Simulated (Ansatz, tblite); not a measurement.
# H2Al(BH4) (AlBH6): removing and adding an electron

Aim: the energy of removing and adding an electron for H2Al(BH4) (AlBH6), by energy differences, and how well orbital energies stand in for it.

Computed with Ansatz 0.2.0, Gaussian basis. Level: as each input shows.

Plan: charge +1 doublet, at the geometry of the singlet (PBE0-D4/def2-TZVP, PBE-D4/def2-TZVP, r2SCAN-D4/def2-TZVP, CCSD(T)/def2-TZVPP); charge -1 doublet, at the geometry of the singlet (PBE0-D4/def2-TZVPD, PBE-D4/def2-TZVPD, r2SCAN-D4/def2-TZVPD, CCSD(T)/def2-TZVPD); the starting singlet's energies come from earlier runs.

## 1. The structure

The singlet was relaxed beforehand with PBE0-D4/def2-TZVP.

8 atoms, charge 0, spin multiplicity 1.

Atoms are counted from 1 here; the program's logs count them from 0.

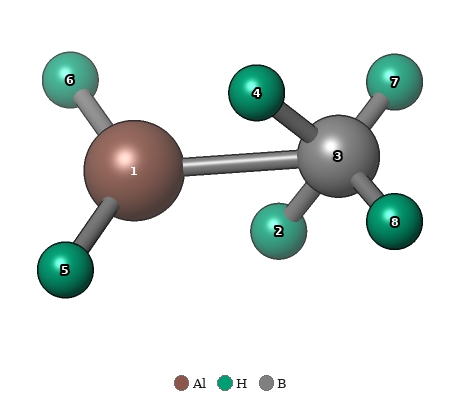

The geometry (aluminium brown, hydrogen teal, boron grey); atoms are numbered from 1 in the order of the file.

## 2. Charge +1 doublet at the fixed geometry, PBE0-D4/def2-TZVP

File in.yaml:

```yaml
crystal:
  periodic: [false, false, false]
  atoms:
    - {symbol: Al, position_ang: [-0.886619, -0.522829, -0.485129]}
    - {symbol: H, position_ang: [0.076709, 0.943299, -0.508629]}
    - {symbol: B, position_ang: [0.799247, 0.471615, 0.437651]}
    - {symbol: H, position_ang: [0.368735, -0.698845, 0.728151]}
    - {symbol: H, position_ang: [-0.581308, -1.417153, -1.744694]}
    - {symbol: H, position_ang: [-2.291401, -0.272045, 0.180199]}
    - {symbol: H, position_ang: [0.613345, 1.160705, 1.396297]}
    - {symbol: H, position_ang: [1.901283, 0.335254, -0.003855]}
basis:
  gaussian: {orbitals: def2-TZVP}
total_charge: 1
magnetization: {spin_polarized: true, initial_magnetization: 1}
hamiltonian: {xc: pbe0, dispersion: d4}
output: {orbitals: {seedname: orbitals}}
```

Started as:

```console
$ ansatz run in.yaml --threads 4 --pin off --events-out ev --progress --plain --max-ram 3916MiB
```

Output:

```text
Functional definition: PBE0
  name "PBE0"
  cite "Adamo & Barone, J. Chem. Phys. 110, 6158 (1999) doi:10.1063/1.478522"
  cite "Perdew, Burke & Ernzerhof, Phys. Rev. Lett. 77, 3865 (1996) doi:10.1103/PhysRevLett.77.3865"
  parent pbe
  parameter a = 0.25
  parameter kappa = 0.804
  parameter beta = 0.06672455060314922
  exchange = (1 - a)*pbe_x(kappa = kappa, mu = beta*pi^2/3) + a*exact_x
  correlation = pbe_c(beta = beta)
712 factors; their error is unknown
mean field evaluation 1: about -7348.2744 eV, gradient 3.3e1 eV
mean field evaluation 2: about -7338.4441 eV, gradient 4.3e1 eV
mean field evaluation 4: about -7355.4089 eV, gradient 4.2e0 eV
mean field evaluation 8: about -7355.5659 eV, gradient 1.2e-1 eV
mean field evaluation 16: about -7355.5778 eV, gradient 1.4e-4 eV
mean field -7355.57783861 eV, -270.3124997792 hartree, gradient 5.8e-5 eV, S^2 0.764739; 2 other end points of the search recorded, 0 dependent functions left out
reference -7355.57787522 eV, -270.3125011244 hartree; 12, 11 occupied and 92, 93 virtual orbitals, 712 factors
Total energy: -7355.63820875 eV, -270.3147183410 hartree
```

Wall time 0.55 s (4 threads of AMD EPYC 9R45, shared host).

HOMO -15.24 eV, LUMO -13.30 eV (over both spins); ⟨S²⟩ 0.765 (pure: 0.75).

## 3. Charge +1 doublet at the fixed geometry, PBE-D4/def2-TZVP

start.molden holds the orbitals of an earlier run on this state, given as this run's starting guess.

Changes to in.yaml since step 2:

```diff
@@ -12,6 +12,7 @@
 basis:
-  gaussian: {orbitals: def2-TZVP}
+  gaussian: {orbitals: def2-TZVP, initial_orbitals: start.molden}
 total_charge: 1
 magnetization: {spin_polarized: true, initial_magnetization: 1}
-hamiltonian: {xc: pbe0, dispersion: d4}
+hamiltonian: {xc: pbe, dispersion: d4}
+scf: {omitted_lower_state_checks: [starts]}
 output: {orbitals: {seedname: orbitals}}
```

The command is unchanged.

Output:

```text
Functional definition: PBE
  name "PBE"
  cite "Perdew, Burke & Ernzerhof, Phys. Rev. Lett. 77, 3865 (1996) doi:10.1103/PhysRevLett.77.3865"
  parent pbe
  parameter kappa = 0.804
  parameter beta = 0.06672455060314922
  exchange = pbe_x(kappa = kappa, mu = beta*pi^2/3)
  correlation = pbe_c(beta = beta)
these checks for a lower state are left out or cut short: starts
692 factors; their error is unknown
mean field evaluation 1: about -7354.8770 eV, gradient 5.0e0 eV
mean field evaluation 2: about -7354.9369 eV, gradient 9.6e-2 eV
mean field evaluation 4: about -7354.9301 eV, gradient 1.3e-3 eV
mean field -7354.93007012 eV, -270.2886947263 hartree, gradient 1.7e-5 eV, S^2 0.755516; 0 other end points of the search recorded, 0 dependent functions left out
reference -7354.93011886 eV, -270.2886965174 hartree; 12, 11 occupied and 92, 93 virtual orbitals, 692 factors
Total energy: -7355.00272548 eV, -270.2913647614 hartree
Checks for a lower state left out: starts
```

Run time: 0.4 s. Hardware: 4 threads of AMD EPYC 9R45, shared host.

Report: HOMO -14.44 eV, LUMO -13.74 eV (over both spins); ⟨S²⟩ 0.756 (pure: 0.75).

## 4. Charge +1 doublet at the fixed geometry, r2SCAN-D4/def2-TZVP

Changes to in.yaml since step 3:

```diff
@@ -15,3 +15,3 @@
 magnetization: {spin_polarized: true, initial_magnetization: 1}
-hamiltonian: {xc: pbe, dispersion: d4}
+hamiltonian: {xc: r2scan, dispersion: d4}
 scf: {omitted_lower_state_checks: [starts]}
```

Same command.

Output:

```text
Functional definition: r2SCAN
  name "r2SCAN"
  cite "Furness, Kaplan, Ning, Perdew & Sun, J. Phys. Chem. Lett. 11, 8208 (2020) doi:10.1021/acs.jpclett.0c02405"
  cite "Furness, Kaplan, Ning, Perdew & Sun, J. Phys. Chem. Lett. 11, 9248 (2020) doi:10.1021/acs.jpclett.0c03077"
  parent r2scan
  parameter k0 = 0.174
  parameter k1 = 0.065
  parameter a1 = 4.9479
  exchange = r2scan_x(k0 = k0, k1 = k1, a1 = a1)
  correlation = r2scan_c
these checks for a lower state are left out or cut short: starts
692 factors; their error is unknown
mean field evaluation 1: about -7358.7955 eV, gradient 3.3e0 eV
mean field evaluation 2: about -7358.8204 eV, gradient 3.5e-2 eV
mean field evaluation 4: about -7358.8137 eV, gradient 2.0e-4 eV
mean field -7358.81369480 eV, -270.4314153007 hartree, gradient 2.3e-5 eV, S^2 0.763844; 0 other end points of the search recorded, 0 dependent functions left out
reference -7358.81371276 eV, -270.4314159610 hartree; 12, 11 occupied and 92, 93 virtual orbitals, 692 factors
Total energy: -7358.83013501 eV, -270.4320194675 hartree
Checks for a lower state left out: starts
```

Run time: 0.75 s. Hardware: 4 threads of AMD EPYC 9R45, shared host.

HOMO -14.58 eV, LUMO -13.78 eV (over both spins); ⟨S²⟩ 0.764 (pure: 0.75).

## 5. Charge +1 doublet at the fixed geometry, CCSD(T)/def2-TZVPP

Changes to in.yaml since step 4:

```diff
@@ -12,7 +12,7 @@
 basis:
-  gaussian: {orbitals: def2-TZVP, initial_orbitals: start.molden}
+  gaussian: {orbitals: def2-TZVPP, initial_orbitals: start.molden}
 total_charge: 1
 magnetization: {spin_polarized: true, initial_magnetization: 1}
-hamiltonian: {xc: r2scan, dispersion: d4}
-scf: {omitted_lower_state_checks: [starts]}
+correlation: {method: ccsd_t}
+scf: {omitted_lower_state_checks: [starts, cluster_reference]}
 output: {orbitals: {seedname: orbitals}}
```

The command is unchanged.

Output, shortened:

```text
Functional definition: HF
  name "HF"
  cite "Fock, Z. Phys. 61, 126 (1930) doi:10.1007/BF01340294"
  parent pbe
[...]
880 factors; integrals over basis functions are off by at most 1.3e-3 eV
[...]
mean field -7338.38881511 eV, -269.6808148169 hartree, gradient 4.2e-6 eV, S^2 0.842815; 0 other end points of the search recorded, 0 dependent functions left out
6 core orbitals not correlated: weight in the atoms' cores, before any rotation towards them, 1.000 or more for the frozen orbitals, at most 0.000 for the correlated occupied ones
reference -7338.38881511 eV, -269.6808148169 hartree; 6, 5 occupied and 145, 146 virtual orbitals, 880 factors
second order -5.67184325 eV of doubles, -0.00000000 eV of singles
cycle   1  -6.38217911 eV  change   -7.1e-1 eV  update   8.0e-2
[...]
cycle  15  -6.83664845 eV  change    2.1e-6 eV  update   1.3e-5
perturbative correction -0.23767472 eV, -0.0087343847 hartree
Total energy: -7345.46313828 eV, -269.9407913979 hartree
Checks for a lower state left out: starts, cluster_reference
```

It took 6.5 s on 4 threads of AMD EPYC 9R45, shared host; peak memory 2.4 GiB.

From the report: Hartree-Fock HOMO -17.80 eV, LUMO -9.91 eV (over both spins); ⟨S²⟩ 0.843 (pure: 0.75); T1 0.046. Doubts: large T1 diagnostic.

## 6. Vertical ionisation energy

Charged state less starting state, singlet to doublet; the starting state's energies are those of its earlier runs.

```csv
level,vertical ionisation energy (eV),time
HF/def2-TZVPP†,+10.99,
PBE-D4/def2-TZVP,+10.66,0.65 s
r2SCAN-D4/def2-TZVP,+10.84,1.2 s
PBE0-D4/def2-TZVP,+11.10,0.85 s
MP2/def2-TZVPP†,+11.71,
CCSD/def2-TZVPP†,+11.65,
CCSD(T)/def2-TZVPP†,+11.61,8.3 s
```

Times add the two runs; a level without a time comes out of a correlated run. † marks a level with a doubtful state (flagged, unstable, out of aufbau order, or strongly spin-contaminated); such levels are left out of the summary. CCSD(T)/def2-TZVPP is no safe reference here (large T1 diagnostic).

Beside −ε(HOMO) of the starting state:

```csv
level,−ε(HOMO) (eV),by difference (eV),mismatch (eV)
PBE-D4/def2-TZVP,7.52,10.66,-3.14
r2SCAN-D4/def2-TZVP,7.85,10.84,-3.00
PBE0-D4/def2-TZVP,8.82,11.10,-2.27
```

## 7. Charge -1 doublet at the fixed geometry, PBE0-D4/def2-TZVPD

Changes to in.yaml since step 5:

```diff
@@ -12,7 +12,6 @@
 basis:
-  gaussian: {orbitals: def2-TZVPP, initial_orbitals: start.molden}
-total_charge: 1
+  gaussian: {orbitals: def2-TZVPD}
+total_charge: -1
 magnetization: {spin_polarized: true, initial_magnetization: 1}
-correlation: {method: ccsd_t}
-scf: {omitted_lower_state_checks: [starts, cluster_reference]}
+hamiltonian: {xc: pbe0, dispersion: d4}
 output: {orbitals: {seedname: orbitals}}
```

Launched as before.

Output:

```text
Functional definition: PBE0
  name "PBE0"
  cite "Adamo & Barone, J. Chem. Phys. 110, 6158 (1999) doi:10.1063/1.478522"
  cite "Perdew, Burke & Ernzerhof, Phys. Rev. Lett. 77, 3865 (1996) doi:10.1103/PhysRevLett.77.3865"
  parent pbe
  parameter a = 0.25
  parameter kappa = 0.804
  parameter beta = 0.06672455060314922
  exchange = (1 - a)*pbe_x(kappa = kappa, mu = beta*pi^2/3) + a*exact_x
  correlation = pbe_c(beta = beta)
765 factors; their error is unknown
mean field evaluation 1: about -7365.2346 eV, gradient 1.3e1 eV
mean field evaluation 2: about -7365.5479 eV, gradient 1.2e1 eV
mean field evaluation 4: about -7366.4333 eV, gradient 3.0e-1 eV
mean field evaluation 8: about -7366.4435 eV, gradient 8.0e-3 eV
mean field evaluation 16: about -7366.4435 eV, gradient 4.1e-5 eV
mean field evaluation 32: about -7365.9920 eV, gradient 1.2e0 eV
mean field -7366.44352825 eV, -270.7118065085 hartree, gradient 2.2e-5 eV, S^2 0.755134; 6 other end points of the search recorded, 0 dependent functions left out
reference -7366.44357436 eV, -270.7118082029 hartree; 13, 12 occupied and 121, 122 virtual orbitals, 765 factors
Total energy: -7366.55736986 eV, -270.7159901103 hartree
```

It took 1.2 s on 4 threads of AMD EPYC 9R45, shared host.

HOMO 1.83 eV, LUMO 3.39 eV (over both spins); ⟨S²⟩ 0.755 (pure: 0.75). Doubts: highest occupied level lies above zero.

## 8. Charge -1 doublet at the fixed geometry, PBE-D4/def2-TZVPD

Changes to in.yaml since step 7:

```diff
@@ -12,6 +12,7 @@
 basis:
-  gaussian: {orbitals: def2-TZVPD}
+  gaussian: {orbitals: def2-TZVPD, initial_orbitals: start.molden}
 total_charge: -1
 magnetization: {spin_polarized: true, initial_magnetization: 1}
-hamiltonian: {xc: pbe0, dispersion: d4}
+hamiltonian: {xc: pbe, dispersion: d4}
+scf: {omitted_lower_state_checks: [starts]}
 output: {orbitals: {seedname: orbitals}}
```

Launched as before.

Output:

```text
Functional definition: PBE
  name "PBE"
  cite "Perdew, Burke & Ernzerhof, Phys. Rev. Lett. 77, 3865 (1996) doi:10.1103/PhysRevLett.77.3865"
  parent pbe
  parameter kappa = 0.804
  parameter beta = 0.06672455060314922
  exchange = pbe_x(kappa = kappa, mu = beta*pi^2/3)
  correlation = pbe_c(beta = beta)
these checks for a lower state are left out or cut short: starts
735 factors; their error is unknown
mean field evaluation 1: about -7365.4023 eV, gradient 5.0e0 eV
mean field evaluation 2: about -7365.4518 eV, gradient 6.8e-2 eV
mean field evaluation 4: about -7365.4443 eV, gradient 1.5e-4 eV
mean field -7365.44425665 eV, -270.6750839544 hartree, gradient 2.4e-5 eV, S^2 0.753727; 0 other end points of the search recorded, 0 dependent functions left out
reference -7365.44431733 eV, -270.6750861845 hartree; 13, 12 occupied and 121, 122 virtual orbitals, 735 factors
Total energy: -7365.58083467 eV, -270.6801031041 hartree
Checks for a lower state left out: starts
```

Run time: 0.6 s. Hardware: 4 threads of AMD EPYC 9R45, shared host.

Report: HOMO 2.40 eV, LUMO 2.99 eV (over both spins); ⟨S²⟩ 0.754 (pure: 0.75). Doubts: highest occupied level lies above zero.

## 9. Charge -1 doublet at the fixed geometry, r2SCAN-D4/def2-TZVPD

Changes to in.yaml since step 8:

```diff
@@ -15,3 +15,3 @@
 magnetization: {spin_polarized: true, initial_magnetization: 1}
-hamiltonian: {xc: pbe, dispersion: d4}
+hamiltonian: {xc: r2scan, dispersion: d4}
 scf: {omitted_lower_state_checks: [starts]}
```

Launched as before.

Output:

```text
Functional definition: r2SCAN
  name "r2SCAN"
  cite "Furness, Kaplan, Ning, Perdew & Sun, J. Phys. Chem. Lett. 11, 8208 (2020) doi:10.1021/acs.jpclett.0c02405"
  cite "Furness, Kaplan, Ning, Perdew & Sun, J. Phys. Chem. Lett. 11, 9248 (2020) doi:10.1021/acs.jpclett.0c03077"
  parent r2scan
  parameter k0 = 0.174
  parameter k1 = 0.065
  parameter a1 = 4.9479
  exchange = r2scan_x(k0 = k0, k1 = k1, a1 = a1)
  correlation = r2scan_c
these checks for a lower state are left out or cut short: starts
735 factors; their error is unknown
mean field evaluation 1: about -7369.5123 eV, gradient 3.3e0 eV
mean field evaluation 2: about -7369.5383 eV, gradient 3.3e-2 eV
mean field evaluation 4: about -7369.5315 eV, gradient 1.4e-4 eV
mean field -7369.53149820 eV, -270.8252873112 hartree, gradient 2.7e-5 eV, S^2 0.759301; 0 other end points of the search recorded, 0 dependent functions left out
reference -7369.53152530 eV, -270.8252883068 hartree; 13, 12 occupied and 121, 122 virtual orbitals, 735 factors
Total energy: -7369.56395783 eV, -270.8264801804 hartree
Checks for a lower state left out: starts
```

Wall time 1 s (4 threads of AMD EPYC 9R45, shared host).

From the report: HOMO 2.27 eV, LUMO 3.47 eV (over both spins); ⟨S²⟩ 0.759 (pure: 0.75). Doubts: highest occupied level lies above zero.

## 10. Charge -1 doublet at the fixed geometry, CCSD(T)/def2-TZVPD

Changes to in.yaml since step 9:

```diff
@@ -15,4 +15,4 @@
 magnetization: {spin_polarized: true, initial_magnetization: 1}
-hamiltonian: {xc: r2scan, dispersion: d4}
-scf: {omitted_lower_state_checks: [starts]}
+correlation: {method: ccsd_t}
+scf: {omitted_lower_state_checks: [starts, cluster_reference]}
 output: {orbitals: {seedname: orbitals}}
```

The command is unchanged.

Output, shortened:

```text
Functional definition: HF
  name "HF"
  cite "Fock, Z. Phys. 61, 126 (1930) doi:10.1007/BF01340294"
  parent pbe
[...]
957 factors; integrals over basis functions are off by at most 7.5e-4 eV
[...]
mean field -7348.27796985 eV, -270.0442345505 hartree, gradient 1.3e-6 eV, S^2 0.764583; 0 other end points of the search recorded, 0 dependent functions left out
6 core orbitals not correlated: weight in the atoms' cores, before any rotation towards them, 1.000 or more for the frozen orbitals, at most 0.000 for the correlated occupied ones
reference -7348.27796985 eV, -270.0442345505 hartree; 7, 6 occupied and 121, 122 virtual orbitals, 957 factors
second order -6.51189529 eV of doubles, -0.00000000 eV of singles
cycle   1  -7.39623299 eV  change   -8.8e-1 eV  update   8.0e-2
[...]
cycle  13  -7.74433929 eV  change   -6.2e-6 eV  update   9.7e-6
perturbative correction -0.24552100 eV, -0.0090227303 hartree
Total energy: -7356.26783014 eV, -270.3378565002 hartree
Checks for a lower state left out: starts, cluster_reference
```

Wall time 4.8 s (4 threads of AMD EPYC 9R45, shared host); peak memory 1.6 GiB.

Report: Hartree-Fock HOMO 0.70 eV, LUMO 4.34 eV (over both spins); ⟨S²⟩ 0.765 (pure: 0.75); T1 0.020. Doubts: highest occupied level lies above zero.

## 11. Vertical electron affinity

Starting state less charged state (positive: the electron is bound), singlet to doublet; the starting state's energies are those of its earlier runs.

Differences are taken before rounding.

```csv
method,vertical electron affinity (eV),from CCSD(T)/def2-TZVPD (eV),time
HF/def2-TZVPD,-1.07,-0.62,
PBE-D4/def2-TZVPD,-0.09,+0.36,0.95 s
r2SCAN-D4/def2-TZVPD,-0.12,+0.34,1.6 s
PBE0-D4/def2-TZVPD,-0.18,+0.27,1.5 s
MP2/def2-TZVPD,-0.56,-0.11,
CCSD/def2-TZVPD,-0.51,-0.06,
CCSD(T)/def2-TZVPD,-0.45,0,5.9 s
```

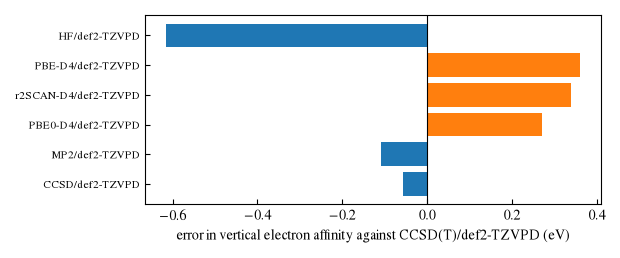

Deviations from CCSD(T)/def2-TZVPD, method by method.

Times add the two runs; a level without a time comes out of a correlated run.

Beside −ε(LUMO) of the starting state:

```csv
level,−ε(LUMO) (eV),by difference (eV),mismatch (eV)
PBE-D4/def2-TZVPD,2.12,-0.09,+2.21
r2SCAN-D4/def2-TZVPD,1.73,-0.12,+1.85
PBE0-D4/def2-TZVPD,1.31,-0.18,+1.50
```

## 12. What came out

| quantity | value |
| --- | --- |
| vertical ionisation energy, functionals in def2-TZVP | 10.66 (PBE-D4) to 11.10 eV (PBE0-D4) |
| vertical electron affinity, functionals in def2-TZVPD | -0.18 (PBE0-D4) to -0.09 eV (PBE-D4) |
| vertical electron affinity, CCSD(T)/def2-TZVPD | -0.45 eV |

What this shows: The vertical ionisation energy spans 10.66 to 11.10 eV over the functionals. −ε(HOMO) misses the level's own difference by -2.27 eV at best (PBE0-D4) and -3.14 eV at worst (PBE-D4). The vertical electron affinity spans -0.18 to -0.09 eV over the functionals, beside -0.45 eV from CCSD(T)/def2-TZVPD. A negative affinity means an unbound electron, held by the basis alone. −ε(LUMO) misses the level's own difference by +1.50 eV at best (PBE0-D4) and +2.21 eV at worst (PBE-D4). The reference is CCSD(T) in one finite basis, so it carries an error of its own, often a tenth of an eV or more, and near misses can't be ranked.
